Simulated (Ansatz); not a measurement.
# CH₅BrGe: what the fields show

The calculation's input:

```
crystal:
  periodic: [false, false, false]
  atoms:
    - {symbol: Ge, position_ang: [0.497749, -0.634159, 0.358721]}
    - {symbol: H, position_ang: [0.471846, -0.714721, 1.894003]}
    - {symbol: H, position_ang: [1.940180, -0.728282, -0.165402]}
    - {symbol: C, position_ang: [-0.439948, 0.924150, -0.319358]}
    - {symbol: H, position_ang: [0.034858, 1.842075, 0.059758]}
    - {symbol: H, position_ang: [-1.488788, 0.902119, 0.007914]}
    - {symbol: H, position_ang: [-0.409877, 0.932526, -1.417824]}
    - {symbol: Br, position_ang: [-0.606031, -2.523720, -0.417804]}
basis:
  gaussian: {orbitals: def2-TZVP, initial_orbitals: start.molden}
hamiltonian: {xc: pbe0, dispersion: d4}
scf: {omitted_lower_state_checks: [starts]}
output: {forces: true, orbitals: {seedname: orbitals}}
```

Launched as:

```sh
ansatz run in.yaml --threads 4 --pin off --events-out ev --progress --plain --max-ram 3916MiB
```

Geometry: PBE0-D4/def2-SVP.

The calculation used Ansatz, RKS PBE0-D4/def2-TZVP.

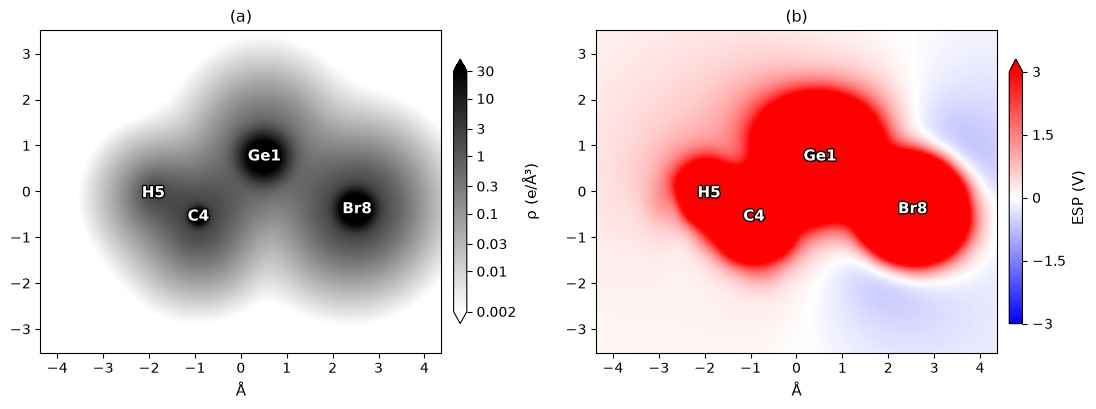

Figure 1. (a) electron density; (b) molecular electrostatic potential on the plane of atoms Ge1, C4 and H5.

Q: What do the fields say about this system?

A:
- Atoms in the plane: Ge, C, H and Br.
- C–Ge (1.94 Å): ρ is about 0.9 e/Å³ halfway.
- Ge–Br (2.32 Å): ρ is about 0.67 e/Å³ halfway, with its minimum of 0.6 e/Å³ about 1.0 Å from Ge.
- C–H (1.10 Å): the density is about 1.9 e/Å³ at the midpoint.
- Outside the dense part of the molecule the potential is most negative (−0.7 V) near Br8.

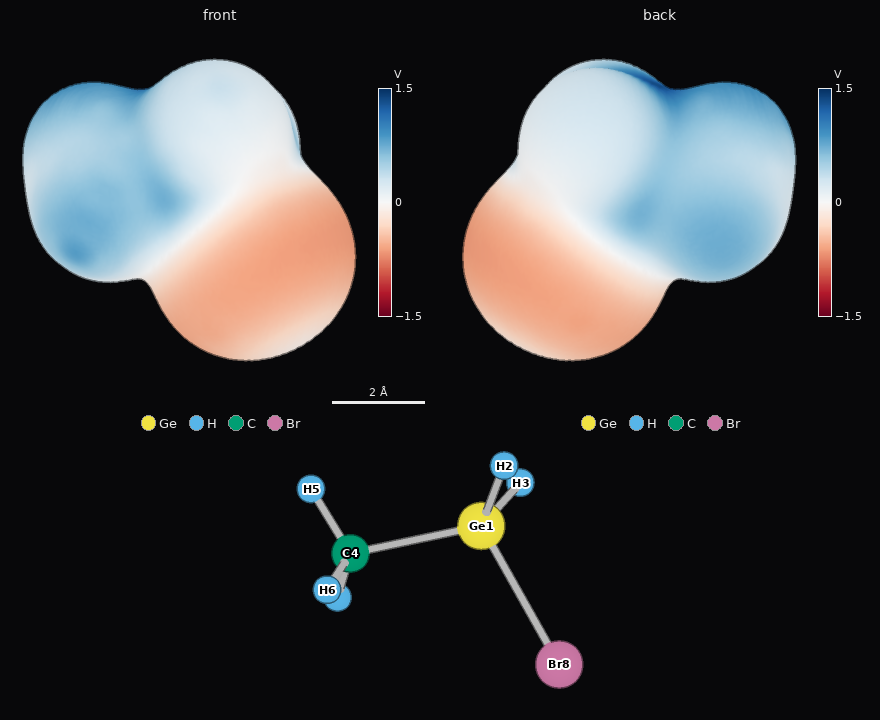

Figure 2. The molecular electrostatic potential painted on the density surface at 0.001 e/bohr³, seen from the front and from behind; red is negative and blue positive. The bare structure is drawn below in the same view.

Q: Describe the electrostatic potential map.

A: The most negative region (about −0.6 V) lies over Br8, the most positive (about +1.3 V) over Ge1.

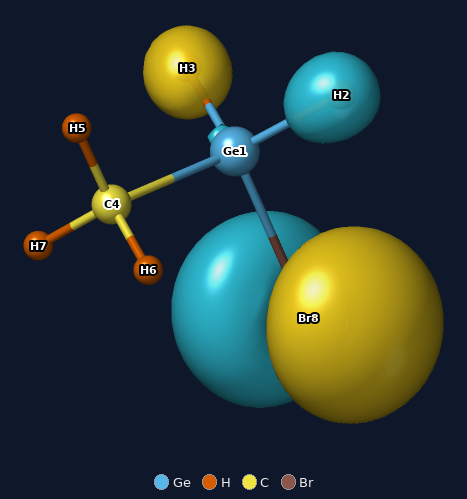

Figure 3. The HOMO−1 at ±0.15 Å⁻³ᐟ² (yellow and cyan are the two phases), seen at an oblique angle.

Q: Describe this orbital and give its energy.

A: It lies mainly on Br8 (about 80 %) and Ge1 (about 10 %); largely a lone pair of Br8. Its energy is −8.07 eV.
